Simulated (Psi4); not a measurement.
**UMP2/cc-pV(T+d)Z (density fitting, density fitting for correlation, sweep point 4) run of NS (Mononitrogen monosulfide)**

Aim: the vertical doublet–quartet gap of NS (Mononitrogen monosulfide) at UMP2/cc-pV(T+d)Z (density fitting, density fitting for correlation, sweep point 4), from 2 runs. 

The calculation is run with Psi4 1.11.

14 further runs of the same task are left out: 14 that didn't finish.

## 1. The system as given

The species is NS (2 atoms), meant as a doublet with charge 0. SMILES: `[N]=S`. Geometry: relaxed at GFN2-xTB.

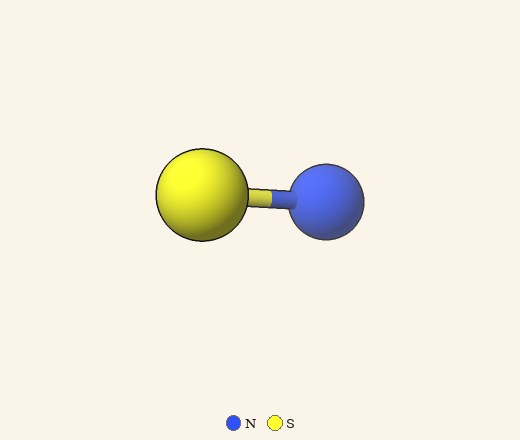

Viewed from a chosen angle; nitrogen blue, sulfur yellow.

## 2. The energy at UMP2/cc-pV(T+d)Z (density fitting, density fitting for correlation, sweep point 4)

The input, ns.in:

```
memory 1600 MB

molecule mol {
  0 2
  N      0.000000     0.000000     0.000000
  S      0.000000     0.000000     1.463180
  symmetry c1
}

set basis cc-pV(T+d)Z
set reference uhf
set puream true
set scf_type df
set num_frozen_docc 6
set maxiter 100
set soscf true
set soscf_start_convergence 0.001

energy_value, wavefunction = energy("mp2", return_wfn=True)
print_variables()
```

Started as:

```
psi4 -n 1 ns.in ns.out
```

ns.out:

```text
[...]
  Running in c1 symmetry.
[...]
  Nuclear repulsion =   40.506190349129973
[...]
  Multiplicity = 2
[...]
  Nalpha       = 12
  Nbeta        = 11
[...]
    Number of basis functions: 69
[...]
   @DF-UHF iter   1:  -451.88009691219639   -5.06116e-01   4.82272e-03 ADIIS/DIIS
[...]
   @DF-UHF iter  13:  -451.95650177533304   -1.19371e-12   3.08050e-09 SOSCF, nmicro=conv
[...]
   @S^2 Observed:                1.102422494E+00
[...]
    Orbital Energies [Eh]
    ---------------------
    Alpha Occupied:
       1A    -92.019541     2A    -15.653207     3A     -9.023048
       4A     -6.707082     5A     -6.703603     6A     -6.693019
       7A     -1.291481     8A     -0.810652     9A     -0.625553
      10A     -0.569764    11A     -0.554550    12A     -0.357411
    Alpha Virtual:
      13A      0.021177    14A      0.182142    15A      0.402195
      16A      0.420749    17A      0.438768    18A      0.489765
      19A      0.502451    20A      0.509688    21A      0.580519
      22A      0.603827    23A      0.636487    24A      0.646676
      25A      0.663860    26A      1.004948    27A      1.117564
[...]
  @DF-UHF Final Energy:  -451.95650177533304
   => Energetics <=
    Nuclear Repulsion Energy =             40.5061903491299731
    One-Electron Energy =                -703.6901174492094242
    Two-Electron Energy =                 211.2274253247464344
    Total Energy =                       -451.9565017753330380
  UHF NO Occupations:
  HONO-2 :   10  A 1.9901534
  HONO-1 :   11  A 1.8264470
[...]
 Multipole Moments:
 ------------------------------------------------------------------------------------
     Multipole            Electronic (a.u.)      Nuclear  (a.u.)        Total (a.u.)
 ------------------------------------------------------------------------------------
 L = 1.  Multiply by 2.5417464519 to convert [e a0] to [Debye]
 Dipole X            :         -0.0000000            0.0000000           -0.0000000
 Dipole Y            :          0.0000000            0.0000000            0.0000000
 Dipole Z            :          0.6400947            0.0147157            0.6548104
 Magnitude           :                                                    0.6548104
[...]
```

Wall time 2.1 s (1 thread of Intel Xeon Platinum 8375C at 2.90GHz (Ice Lake), shared host); peak memory 0.29 GiB.

## 3. The quartet, same level

The input, calc.dat:

```
memory 1600 mb

molecule {
  0 4
  N      0.000000     0.000000     0.000000
  S      0.000000     0.000000     1.463180
  symmetry c1
}

set {
  basis           cc-pV(T+d)Z
  reference       uhf
  puream          true
  scf_type        df
  num_frozen_docc 6
  maxiter         150
}

E, wfn = energy('mp2', return_wfn=True)
```

Started as:

```
psi4 -i calc.dat -o calc.out -n 1
```

calc.out:

```text
[...]
  Running in c1 symmetry.
[...]
  Nuclear repulsion =   40.506190349129973
[...]
  Multiplicity = 4
[...]
  Nalpha       = 13
  Nbeta        = 10
[...]
    Number of basis functions: 69
[...]
   @DF-UHF iter   1:  -451.77375558213248   -3.99774e-01   3.92324e-03 ADIIS/DIIS
[...]
   @DF-UHF iter  15:  -451.85226405203400   -1.42109e-12   3.02751e-09 DIIS
[...]
   @S^2 Observed:                3.813252181E+00
[...]
    Orbital Energies [Eh]
    ---------------------
    Alpha Occupied:
       1A    -92.013154     2A    -15.694386     3A     -9.012841
       4A     -6.696801     5A     -6.696643     6A     -6.696643
       7A     -1.326992     8A     -0.918319     9A     -0.666397
      10A     -0.650263    11A     -0.650263    12A     -0.372132
      13A     -0.372132
    Alpha Virtual:
      14A      0.181278    15A      0.407909    16A      0.407909
      17A      0.441878    18A      0.452295    19A      0.488080
      20A      0.488080    21A      0.550448    22A      0.599742
      23A      0.599742    24A      0.621355    25A      0.621355
[...]
  @DF-UHF Final Energy:  -451.85226405203400
   => Energetics <=
    Nuclear Repulsion Energy =             40.5061903491299731
    One-Electron Energy =                -703.6056111873067493
    Two-Electron Energy =                 211.2471567861427957
    Total Energy =                       -451.8522640520340019
  UHF NO Occupations:
  HONO-2 :   11  A 1.0000000
  HONO-1 :   12  A 1.0000000
[...]
 Multipole Moments:
 ------------------------------------------------------------------------------------
     Multipole            Electronic (a.u.)      Nuclear  (a.u.)        Total (a.u.)
 ------------------------------------------------------------------------------------
 L = 1.  Multiply by 2.5417464519 to convert [e a0] to [Debye]
 Dipole X            :         -0.0000027            0.0000000           -0.0000027
 Dipole Y            :          0.0000023            0.0000000            0.0000023
 Dipole Z            :         -0.1848665            0.0147157           -0.1701508
 Magnitude           :                                                    0.1701508
[...]
```

It took 1.9 s on 1 thread of Intel Xeon Platinum 8375C at 2.90GHz (Ice Lake), shared host; peak memory 0.29 GiB.

## 4. Outcome

Level: UMP2/cc-pV(T+d)Z (density fitting, density fitting for correlation, sweep point 4), 6 core orbitals frozen.

| quantity | value |
| --- | --- |
| doublet: total energy | -452.26973 Eh |
| doublet: HOMO energy (Hartree–Fock orbitals) (highest over α and β) | -9.73 eV |
| doublet: LUMO energy (Hartree–Fock orbitals) (lowest over α and β) | 0.58 eV |
| doublet: correlation energy (6 core orbitals frozen) | -313.2 mEh |
| doublet: ⟨S²⟩ of the reference determinant | 1.102 |
| quartet: total energy | -452.14503 Eh |
| quartet: HOMO energy (Hartree–Fock orbitals) (highest over α and β) | -10.13 eV |
| quartet: LUMO energy (Hartree–Fock orbitals) (lowest over α and β) | -1.06 eV |
| quartet: correlation energy (6 core orbitals frozen) | -292.8 mEh |
| quartet: ⟨S²⟩ of the reference determinant | 3.813 |
| vertical energy of the quartet above the doublet | 3.393 eV |

**Reading.** At this shape the quartet lies 3.39 eV (327 kJ/mol) above the doublet. ⟨S²⟩ (doublet) is 1.10 where a pure doublet has 0.75: the reference is spin-contaminated.
